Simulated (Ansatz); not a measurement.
# Nudged elastic band of CH4ClNOSi

- system: CH4ClNOSi
- method: RKS PBE/def2-mTZVP (Ansatz 0.2.0)

It belongs to a series of runs on one base structure; here: band between the two ends. Figures and captions count atoms from 1; the log counts them from 0 in places.

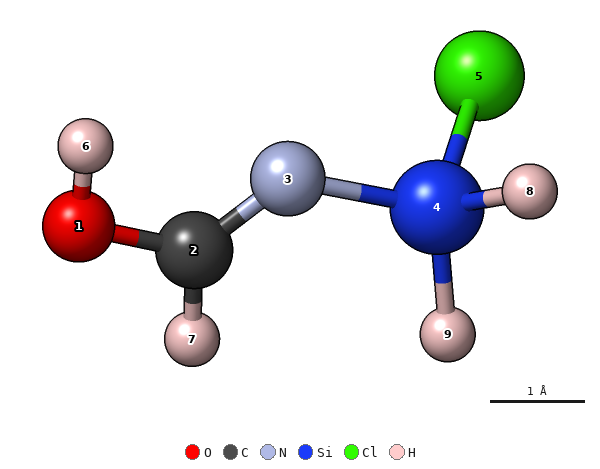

Fig. 1: The starting structure (ball-and-stick view, seen at a tilt; atoms are numbered from 1 in the order of the input). Bond lengths as drawn: Cl–Si 2.08 Å, C–H 1.10 Å, C–N 1.27 Å, C–O 1.35 Å, H–O 0.98 Å, H–Si 1.49 to 1.50 Å and N–Si 1.74 Å.

### Input file
```yaml
crystal:
  periodic: [false, false, false]
  atoms:
    - { symbol: O, position_ang: [2.067174, 0.79059, -1.158057] }
    - { symbol: C, position_ang: [1.038324, 0.061173, -0.678498] }
    - { symbol: "N", position_ang: [0.07258, 0.56965, -0.025891] }
    - { symbol: Si, position_ang: [-1.255621, -0.350313, 0.609084] }
    - { symbol: Cl, position_ang: [-1.143147, -0.392319, 2.687878] }
    - { symbol: H, position_ang: [1.892978, 1.721083, -0.886203] }
    - { symbol: H, position_ang: [1.185227, -0.999285, -0.949617] }
    - { symbol: H, position_ang: [-2.528132, 0.327319, 0.245029] }
    - { symbol: H, position_ang: [-1.240884, -1.774098, 0.139275] }
basis:
  gaussian: { orbitals: def2-mTZVP }
hamiltonian:
  xc: pbe
neb:
  order_check: false
  images: 9
  f_tol: 0.03
  max_iterations: 60
  spring: 0.5
  final_atoms:
    - { symbol: O, position_ang: [1.66617672, 0.86111898, -1.21338952] }
    - { symbol: C, position_ang: [0.82744998, 0.05912357, -0.53913712] }
    - { symbol: "N", position_ang: [-0.27094357, 0.38422028, 0.06200527] }
    - { symbol: Si, position_ang: [-1.76385061, -0.82085792, 0.47644011] }
    - { symbol: Cl, position_ang: [-1.54103897, -0.70273528, 2.63944485] }
    - { symbol: H, position_ang: [1.3481578, 1.78916579, -1.21070292] }
    - { symbol: H, position_ang: [1.1317381, -0.98890968, -0.56469729] }
    - { symbol: H, position_ang: [-0.49241806, 1.3853955, 0.11714114] }
    - { symbol: H, position_ang: [-0.81677241, -2.01272124, 0.21589547] }
  initial_path:
    images:
      - { positions_ang: [[2.067174, 0.79059, -1.158057], [1.038324, 0.061173, -0.678498], [0.07258, 0.56965, -0.025891], [-1.255621, -0.350313, 0.609084], [-1.143147, -0.392319, 2.687878], [1.892978, 1.721083, -0.886203], [1.185227, -0.999285, -0.949617], [-2.528132, 0.327319, 0.245029], [-1.240884, -1.774098, 0.139275]] }
      - { positions_ang: [[2.02650349, 0.78260921, -1.13356015], [1.00794575, 0.0579218, -0.62932934], [0.00365574, 0.57485154, -0.06603736], [-1.2673223, -0.36438932, 0.60374915], [-1.07692562, -0.46990086, 2.65085815], [1.79690211, 1.71314297, -0.94996671], [1.20522002, -0.99191651, -0.79889691], [-2.33215659, 0.41578892, 0.20845977], [-1.27532361, -1.76430776, 0.09772341]] }
      - { positions_ang: [[1.98583298, 0.77462843, -1.10906329], [0.9775675, 0.05467061, -0.58016069], [-0.06526853, 0.58005308, -0.10618371], [-1.2790236, -0.37846563, 0.59841429], [-1.01070423, -0.54748273, 2.6138383], [1.70082623, 1.70520294, -1.01373042], [1.22521305, -0.98454802, -0.64817683], [-2.13618119, 0.50425884, 0.17189053], [-1.30976322, -1.75451752, 0.05617181]] }
      - { positions_ang: [[1.94516247, 0.76664764, -1.08456644], [0.94718926, 0.05141941, -0.53099203], [-0.13419279, 0.58525461, -0.14633007], [-1.2907249, -0.39254195, 0.59307944], [-0.94448285, -0.62506459, 2.57681845], [1.60475034, 1.69726291, -1.07749413], [1.24520607, -0.97717953, -0.49745674], [-1.94020578, 0.59272877, 0.1353213], [-1.34420282, -1.74472728, 0.01462022]] }
      - { positions_ang: [[1.90449196, 0.75866686, -1.06006958], [0.91681101, 0.04816822, -0.48182337], [-0.20311705, 0.59045615, -0.18647642], [-1.3024262, -0.40661827, 0.58774459], [-0.87826147, -0.70264645, 2.5397986], [1.50867446, 1.68932287, -1.14125784], [1.2651991, -0.96981104, -0.34673666], [-1.74423037, 0.68119869, 0.09875206], [-1.37864243, -1.73493704, -0.02693138]] }
      - { positions_ang: [[1.86382145, 0.75068607, -1.03557273], [0.88643276, 0.04491702, -0.43265471], [-0.27204131, 0.59565769, -0.22662278], [-1.3141275, -0.42069458, 0.58240973], [-0.81204008, -0.78022831, 2.50277875], [1.41259857, 1.68138284, -1.20502155], [1.28519212, -0.96244255, -0.19601657], [-1.54825496, 0.76966861, 0.06218283], [-1.41308204, -1.7251468, -0.06848297]] }
      - { positions_ang: [[1.82429251, 0.77277265, -1.07113609], [0.8746362, 0.04775833, -0.45395119], [-0.27182176, 0.55337021, -0.16889717], [-1.40407213, -0.50072725, 0.56121581], [-0.95783986, -0.76472971, 2.53011197], [1.39971042, 1.70293943, -1.20615782], [1.25450132, -0.96773597, -0.26975272], [-1.33708758, 0.89281399, 0.07317449], [-1.29382011, -1.78266169, -0.01160728]] }
      - { positions_ang: [[1.78476356, 0.79485924, -1.10669944], [0.86283965, 0.05059964, -0.47524767], [-0.27160222, 0.51108273, -0.11117156], [-1.49401675, -0.58075992, 0.54002188], [-1.10363963, -0.7492311, 2.55744519], [1.38682226, 1.72449602, -1.2072941], [1.22381051, -0.9730294, -0.34348886], [-1.1259202, 1.01595937, 0.08416615], [-1.17455819, -1.84017657, 0.04526841]] }
      - { positions_ang: [[1.74523461, 0.81694582, -1.1422628], [0.85104309, 0.05344095, -0.49654415], [-0.27138267, 0.46879524, -0.05344595], [-1.58396137, -0.66079258, 0.51882796], [-1.24943941, -0.73373249, 2.58477841], [1.37393411, 1.74605261, -1.20843037], [1.19311971, -0.97832283, -0.417225], [-0.91475282, 1.13910474, 0.09515782], [-1.05529626, -1.89769146, 0.1021441]] }
      - { positions_ang: [[1.70570567, 0.8390324, -1.17782616], [0.83924654, 0.05628226, -0.51784064], [-0.27116312, 0.42650776, 0.00427966], [-1.67390599, -0.74082525, 0.49763404], [-1.39523919, -0.71823388, 2.61211163], [1.36104595, 1.7676092, -1.20956665], [1.1624289, -0.98361625, -0.49096115], [-0.70358544, 1.26225012, 0.10614948], [-0.93603433, -1.95520635, 0.15901978]] }
      - { positions_ang: [[1.66617672, 0.86111898, -1.21338952], [0.82744998, 0.05912357, -0.53913712], [-0.27094357, 0.38422028, 0.06200527], [-1.76385061, -0.82085792, 0.47644011], [-1.54103897, -0.70273528, 2.63944485], [1.3481578, 1.78916579, -1.21070292], [1.1317381, -0.98890968, -0.56469729], [-0.49241806, 1.3853955, 0.11714114], [-0.81677241, -2.01272124, 0.21589547]] }
```

Command:
```bash
ansatz run input.yaml --threads 2 --pin off --max-ram 3072MiB --backend cpu --events-out ev --progress --plain --runs-dir out
```

### Log
```
Engine: ansatz 0.2.0, x86_64-unknown-linux-gnu
Functional definition: PBE
  parameter kappa = 0.804
  parameter beta = 0.06672455060314922
  exchange = pbe_x(kappa = kappa, mu = beta*pi^2/3)
  correlation = pbe_c(beta = beta)
1093 factors; their error is unknown
mean field evaluation 1: about -25019.0981 eV, gradient 7.1e1 eV
mean field evaluation 2: about -24985.3099 eV, gradient 1.3e2 eV
mean field evaluation 4: about -25027.6389 eV, gradient 2.2e1 eV
mean field evaluation 8: about -25028.5549 eV, gradient 1.1e-1 eV
mean field evaluation 16: about -25028.5319 eV, gradient 1.1e-3 eV
mean field -25028.53190109 eV, -919.7815824169 hartree, gradient 4.1e-5 eV, S^2 0.000000; 0 other end points of the search recorded, 0 dependent functions left out
the calculation of the forces begins
reference -25028.53194306 eV, -919.7815839593 hartree; 28, 28 occupied and 90, 90 virtual orbitals, 1093 factors
1093 factors; their error is unknown
mean field evaluation 32: about -25027.1581 eV, gradient 4.9e-2 eV
mean field -25027.15812713 eV, -919.7310971550 hartree, gradient 7.2e-5 eV, S^2 0.000000; 0 other end points of the search recorded, 0 dependent functions left out
[... from here on the field's lines of each further geometry are left out, up to the last ...]
NEB iter   1: max|band force component| = 7.734e0 eV/Å  barrier→ = 4.3935 eV  barrier← = 3.0198 eV  Δτ_max = 0.1988 Å  (360 SCF iters)
NEB iter   2: max|band force component| = 4.198e0 eV/Å  barrier→ = 3.5578 eV  barrier← = 2.1840 eV  Δτ_max = 0.1988 Å  (315 SCF iters)
NEB iter   3: max|band force component| = 1.729e0 eV/Å  barrier→ = 3.2015 eV  barrier← = 1.8277 eV  Δτ_max = 0.1689 Å  (313 SCF iters)
NEB iter   4: max|band force component| = 8.624e-1 eV/Å  barrier→ = 2.9393 eV  barrier← = 1.5655 eV  Δτ_max = 0.1880 Å  (293 SCF iters)
NEB iter   5: max|band force component| = 6.965e-1 eV/Å  barrier→ = 2.8265 eV  barrier← = 1.4528 eV  Δτ_max = 0.1993 Å  (294 SCF iters)
NEB iter   6: max|band force component| = 8.144e-1 eV/Å  barrier→ = 2.7802 eV  barrier← = 1.4064 eV  Δτ_max = 0.1007 Å  (319 SCF iters)
NEB iter   7: max|band force component| = 7.355e-1 eV/Å  barrier→ = 2.7232 eV  barrier← = 1.3494 eV  Δτ_max = 0.1010 Å  (280 SCF iters)
NEB iter   8: max|band force component| = 5.224e-1 eV/Å  barrier→ = 2.6328 eV  barrier← = 1.2590 eV  Δτ_max = 0.0840 Å  (275 SCF iters)
NEB iter   9: max|band force component| = 5.791e-1 eV/Å  barrier→ = 2.6050 eV  barrier← = 1.2313 eV  Δτ_max = 0.0425 Å  (284 SCF iters)
NEB iter  10: max|band force component| = 1.155e0 eV/Å  barrier→ = 2.5808 eV  barrier← = 1.2071 eV  CI = image 7  Δτ_max = 0.0845 Å  (288 SCF iters)
NEB iter  11: max|band force component| = 7.362e-1 eV/Å  barrier→ = 2.6901 eV  barrier← = 1.3163 eV  CI = image 7  Δτ_max = 0.1336 Å  (288 SCF iters)
NEB iter  12: max|band force component| = 6.581e-1 eV/Å  barrier→ = 2.7420 eV  barrier← = 1.3682 eV  CI = image 7  Δτ_max = 0.0517 Å  (284 SCF iters)
NEB iter  13: max|band force component| = 1.235e-1 eV/Å  barrier→ = 2.7334 eV  barrier← = 1.3597 eV  CI = image 7  Δτ_max = 0.0275 Å  (291 SCF iters)
NEB iter  14: max|band force component| = 7.018e-2 eV/Å  barrier→ = 2.7319 eV  barrier← = 1.3581 eV  CI = image 7  Δτ_max = 0.0132 Å  (291 SCF iters)
NEB iter  15: max|band force component| = 3.531e-2 eV/Å  barrier→ = 2.7315 eV  barrier← = 1.3577 eV  CI = image 7  Δτ_max = 0.0113 Å  (295 SCF iters)
NEB iter  16: max|band force component| = 5.225e-2 eV/Å  barrier→ = 2.7314 eV  barrier← = 1.3576 eV  CI = image 7  Δτ_max = 0.0056 Å  (270 SCF iters)
the calculation of the forces begins
reference -25027.04444640 eV, -919.7269194650 hartree; 28, 28 occupied and 90, 90 virtual orbitals, 1093 factors
1093 factors; their error is unknown
mean field -25025.80059055 eV, -919.6812086058 hartree, gradient 8.9e-6 eV, S^2 0.000000; 1 other end points of the search recorded, 0 dependent functions left out
the calculation of the forces begins
reference -25025.80063008 eV, -919.6812100585 hartree; 28, 28 occupied and 90, 90 virtual orbitals, 1093 factors
NEB iter  17: max|band force component| = 2.524e-2 eV/Å  barrier→ = 2.7313 eV  barrier← = 1.3575 eV  CI = image 7  Δτ_max = 0.0000 Å  (523 SCF iters)
```

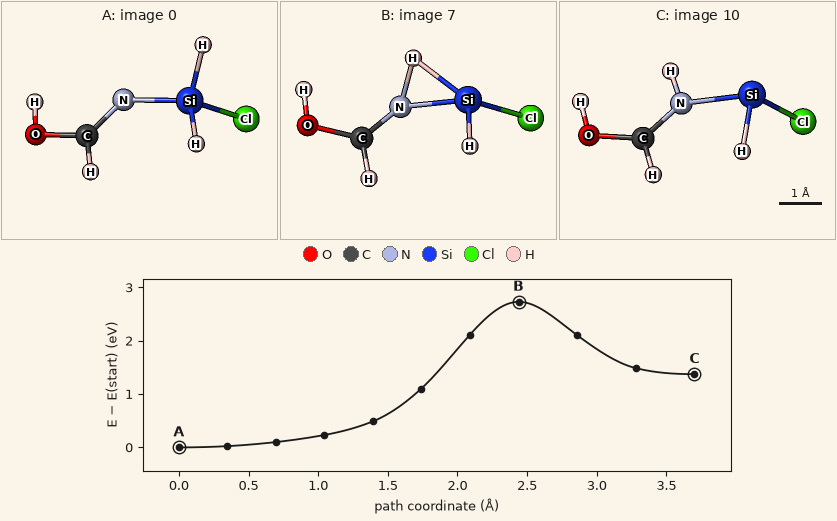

Fig. 2: Images of the last band (counted from 0; ball-and-stick, seen at a tilt) above the energy along the path; the line is a cubic interpolation that uses the forces. The highest image is number 7, 2.731 eV above the start and 1.358 eV above the end (the climbing image); the end lies 1.374 eV above the start. The path is 3.70 Å long. The band converged in 17 iterations.

```
Total energy: -25025.80063008 eV, -919.6812100585 hartree
Atom 0 at     1.656380     0.876364    -1.366815 Å, force    -0.000024     0.004671     0.002644 eV/Å
Atom 1 at     0.994301     0.072493    -0.510817 Å, force     0.004240    -0.019780    -0.006943 eV/Å
Atom 2 at     0.070444     0.471579     0.302036 Å, force     0.001296     0.017457     0.006961 eV/Å
Atom 3 at    -1.443068    -0.530624     0.652158 Å, force    -0.001481    -0.004614     0.002784 eV/Å
Atom 4 at    -1.601761    -0.814377     2.729717 Å, force     0.000167    -0.000155    -0.003451 eV/Å
Atom 5 at     1.340107     1.794678    -1.215182 Å, force     0.000546     0.000642    -0.002703 eV/Å
Atom 6 at     1.320416    -0.973701    -0.605578 Å, force    -0.002590     0.002957     0.001528 eV/Å
Atom 7 at    -1.091291     0.965481    -0.076414 Å, force    -0.002482    -0.004663     0.000678 eV/Å
Atom 8 at    -1.157029    -1.908093     0.073893 Å, force     0.000329     0.003486    -0.001498 eV/Å
Dipole moment:     0.331952     0.215295    -0.538741 e Å
this run last wrote the band of iteration 17 to [file]
```

### The last band as extended XYZ (Å, eV, eV/Å)
```
9
Properties=species:S:1:pos:R:3:forces:R:3 image=0 energy=-25028.53190
O     2.0672    0.7906   -1.1581    0.0007   0.0027  -0.0003
C     1.0383    0.0612   -0.6785    0.0026  -0.0040  -0.0014
N     0.0726    0.5696   -0.0259    0.0062  -0.0078  -0.0038
Si   -1.2556   -0.3503    0.6091   -0.0042  -0.0007   0.0001
Cl   -1.1431   -0.3923    2.6879    0.0011  -0.0011   0.0015
H     1.8930    1.7211   -0.8862   -0.0007  -0.0021   0.0001
H     1.1852   -0.9993   -0.9496   -0.0031   0.0102   0.0029
H    -2.5281    0.3273    0.2450   -0.0026   0.0011  -0.0017
H    -1.2409   -1.7741    0.1393    0.0000   0.0016   0.0026
9
Properties=species:S:1:pos:R:3:forces:R:3 image=1 energy=-25028.50815
O     2.0194    0.8063   -1.2357    0.0280  -0.0052   0.0333
C     1.0777    0.0484   -0.6358   -0.0058  -0.0010  -0.0161
N     0.1473    0.5426    0.0757   -0.0409   0.0275  -0.0497
Si   -1.2319   -0.3471    0.6377   -0.0144  -0.0096  -0.0153
Cl   -1.2733   -0.4968    2.7131    0.0578   0.0296  -0.0047
H     1.7869    1.7397   -1.0228    0.0516  -0.0022   0.0344
H     1.2564   -1.0148   -0.8744   -0.0186   0.0055  -0.0074
H    -2.4356    0.4215    0.2254   -0.0542  -0.0360   0.0194
H    -1.2585   -1.7459    0.0997   -0.0035  -0.0087   0.0061
9
Properties=species:S:1:pos:R:3:forces:R:3 image=2 energy=-25028.43232
O     1.9449    0.8248   -1.3068    0.0786  -0.0089   0.0521
C     1.1090    0.0348   -0.6008   -0.0035   0.0068  -0.0312
N     0.2388    0.5051    0.1975   -0.0776   0.0406  -0.0990
Si   -1.1936   -0.3487    0.6668   -0.0314  -0.0104  -0.0194
Cl   -1.4260   -0.5566    2.7224    0.0939   0.0499   0.0074
H     1.6579    1.7468   -1.1089    0.1168   0.0029   0.0504
H     1.3073   -1.0242   -0.8433   -0.0266   0.0091  -0.0183
H    -2.3071    0.5012    0.1706   -0.1433  -0.0810   0.0530
H    -1.2427   -1.7295    0.0854   -0.0070  -0.0090   0.0050
9
Properties=species:S:1:pos:R:3:forces:R:3 image=3 energy=-25028.30017
O     1.8494    0.8404   -1.3627    0.1337  -0.0084   0.0537
C     1.1278    0.0244   -0.5659    0.0220  -0.0155  -0.0491
N     0.3220    0.4682    0.3107   -0.0483   0.0420  -0.1091
Si   -1.1518   -0.3542    0.6877   -0.0254   0.0147  -0.0120
Cl   -1.5455   -0.6070    2.7112    0.0830   0.0859   0.0185
H     1.5119    1.7465   -1.1683    0.1730   0.0048   0.0602
H     1.3429   -1.0302   -0.8117   -0.0015   0.0060  -0.0660
H    -2.1404    0.5893    0.1038   -0.3354  -0.1663   0.1173
H    -1.2278   -1.7236    0.0782   -0.0011   0.0368  -0.0136
9
Properties=species:S:1:pos:R:3:forces:R:3 image=4 energy=-25028.04507
O     1.7547    0.8518   -1.3907    0.1914  -0.0124   0.0296
C     1.1149    0.0252   -0.5345    0.1525  -0.0459  -0.0554
N     0.3557    0.4484    0.3896    0.1959   0.0002   0.0053
Si   -1.1348   -0.3750    0.6939    0.1731   0.1163   0.0172
Cl   -1.6067   -0.6765    2.6943   -0.0083   0.1690  -0.0397
H     1.3927    1.7499   -1.2027    0.1782  -0.0297   0.0887
H     1.3446   -1.0271   -0.7679    0.0416  -0.0349  -0.2011
H    -1.9050    0.7063    0.0225   -0.8931  -0.3742   0.2085
H    -1.2276   -1.7493    0.0785   -0.0313   0.2116  -0.0531
9
Properties=species:S:1:pos:R:3:forces:R:3 image=5 energy=-25027.42889
O     1.6995    0.8606   -1.3912    0.2411  -0.0222   0.0158
C     1.0705    0.0367   -0.5185    0.3345  -0.1043  -0.0143
N     0.2957    0.4504    0.3921    0.7254  -0.0621   0.2990
Si   -1.1905   -0.4165    0.6845    0.7955   0.3323   0.0569
Cl   -1.6101   -0.7394    2.7002   -0.1425   0.2290  -0.1959
H     1.3438    1.7637   -1.2181    0.1113  -0.0809   0.1148
H     1.3300   -1.0143   -0.7084    0.0624  -0.1186  -0.3732
H    -1.6292    0.8247   -0.0396   -1.9186  -0.5819   0.1787
H    -1.2212   -1.8122    0.0821   -0.2091   0.4087  -0.0818
9
Properties=species:S:1:pos:R:3:forces:R:3 image=6 energy=-25026.41713
O     1.6749    0.8661   -1.3795    0.2219  -0.0062   0.0083
C     1.0275    0.0511   -0.5122    0.2990  -0.1547   0.0444
N     0.1923    0.4586    0.3533    1.0133  -0.1176   0.4513
Si   -1.3081   -0.4653    0.6674    1.1101   0.5050   0.0317
Cl   -1.6076   -0.7793    2.7154   -0.1824   0.1720  -0.2312
H     1.3386    1.7779   -1.2199    0.0307  -0.0809   0.0965
H     1.3229   -0.9971   -0.6510    0.0588  -0.1596  -0.3485
H    -1.3567    0.9097   -0.0694   -2.2471  -0.4822   0.0408
H    -1.1953   -1.8679    0.0790   -0.3043   0.3243  -0.0932
9
Properties=species:S:1:pos:R:3:forces:R:3 image=7 energy=-25025.80059
O     1.6564    0.8764   -1.3668    0.0000   0.0047   0.0026
C     0.9943    0.0725   -0.5108    0.0042  -0.0198  -0.0069
N     0.0704    0.4716    0.3020    0.0013   0.0175   0.0070
Si   -1.4431   -0.5306    0.6522   -0.0015  -0.0046   0.0028
Cl   -1.6018   -0.8144    2.7297    0.0002  -0.0002  -0.0035
H     1.3401    1.7947   -1.2152    0.0005   0.0006  -0.0027
H     1.3204   -0.9737   -0.6056   -0.0026   0.0030   0.0015
H    -1.0913    0.9655   -0.0764   -0.0025  -0.0047   0.0007
H    -1.1570   -1.9081    0.0739    0.0003   0.0035  -0.0015
9
Properties=species:S:1:pos:R:3:forces:R:3 image=8 energy=-25026.42794
O     1.6314    0.8845   -1.3522   -0.1454   0.0171   0.0063
C     0.9570    0.0886   -0.5080   -0.1745   0.0443  -0.0244
N    -0.0618    0.4315    0.2363   -0.6385  -0.1774  -0.3003
Si   -1.6061   -0.6269    0.6191   -0.7398  -0.4352  -0.1113
Cl   -1.5817   -0.8469    2.7380    0.1607  -0.0957   0.0984
H     1.3400    1.8115   -1.2197   -0.0293   0.0543  -0.0937
H     1.3196   -0.9469   -0.5462   -0.0240   0.1131   0.2693
H    -0.8097    1.1193   -0.0740    1.3240   0.7243   0.0153
H    -1.1001   -1.9609    0.0898    0.2668  -0.2447   0.1404
9
Properties=species:S:1:pos:R:3:forces:R:3 image=9 energy=-25027.04441
O     1.6362    0.8732   -1.3042   -0.0161  -0.0072   0.0805
C     0.9028    0.0791   -0.5064   -0.1054  -0.0224  -0.0106
N    -0.1813    0.3892    0.1380   -0.2346  -0.0830  -0.1829
Si   -1.7375   -0.7212    0.5540   -0.2342  -0.1817  -0.1073
Cl   -1.5551   -0.8379    2.7080    0.0910  -0.0065  -0.0378
H     1.3267    1.8025   -1.2508   -0.0451  -0.0048  -0.0648
H     1.2861   -0.9438   -0.4806   -0.0719   0.0125   0.0978
H    -0.5808    1.3188   -0.0168    0.4386   0.3835   0.1280
H    -1.0087   -2.0062    0.1419    0.1778  -0.0906   0.0973
9
Properties=species:S:1:pos:R:3:forces:R:3 image=10 energy=-25027.15813
O     1.6662    0.8611   -1.2134    0.0027  -0.0014  -0.0025
C     0.8275    0.0591   -0.5391   -0.0011   0.0038   0.0006
N    -0.2709    0.3842    0.0620    0.0012   0.0031   0.0000
Si   -1.7639   -0.8209    0.4764    0.0000  -0.0005   0.0017
Cl   -1.5410   -0.7027    2.6394   -0.0023   0.0008  -0.0015
H     1.3482    1.7892   -1.2107   -0.0021  -0.0003   0.0018
H     1.1317   -0.9889   -0.5647    0.0013  -0.0025  -0.0027
H    -0.4924    1.3854    0.1171   -0.0002  -0.0021   0.0015
H    -0.8168   -2.0127    0.2159    0.0003  -0.0010   0.0012
```

### Summary

```tsv
quantity	value
outcome	converged
barrier, forward	2.731 eV
barrier, backward	1.357 eV
hardware	2 threads of Intel Xeon (Granite Rapids), 16 GiB of memory available, shared host
wall time	2.7 min (CPU time 5.2 min)
peak memory	0.17 GiB
```

The order of the saddle point was not checked.
